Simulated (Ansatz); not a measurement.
Stretching the B1–F2 bond in BF2HO (SMILES OB(F)F) (multiplicity 1 held, fragments rigid). Energies count from the point at 1.332 Å.
Geometry at that point (charge 0, multiplicity 1):
| atom | x (Å) | y (Å) | z (Å) |
|---|---|---|---|
| B | -0.0113 | -0.0068 | 0.0179 |
| F | 1.2864 | -0.2142 | -0.2017 |
| F | -0.5387 | -0.4735 | 1.1364 |
| O | -0.7928 | 0.6575 | -0.8572 |
| H | -0.3300 | 0.9629 | -1.6442 |

R- and RO- levels are restricted; in cc, def2 and unpolarised 6-31G sets they are followed outwards from rest. U- levels take the lowest unrestricted solution at each point, which mixes spins at long bonds. Curves can end on different states.

Correlated levels freeze the cores.

Run with Ansatz (Gaussian orbitals). 

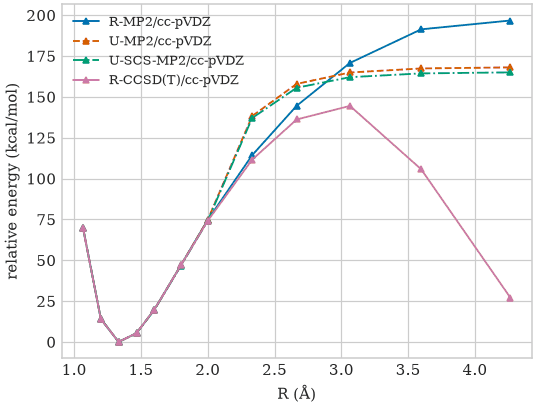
Relative energy along the coordinate

Doubts at one or more of the structures used: a restricted determinant that unrestricted orbitals would lower (R-MP2/cc-pVDZ, R-CCSD(T)/cc-pVDZ); a spin-contaminated determinant (U-MP2/cc-pVDZ, U-SCS-MP2/cc-pVDZ); other coupled-cluster roots lie near (R-CCSD(T)/cc-pVDZ); T1 above 0.05 (R-CCSD(T)/cc-pVDZ).

Ansatz is a first-principles code.
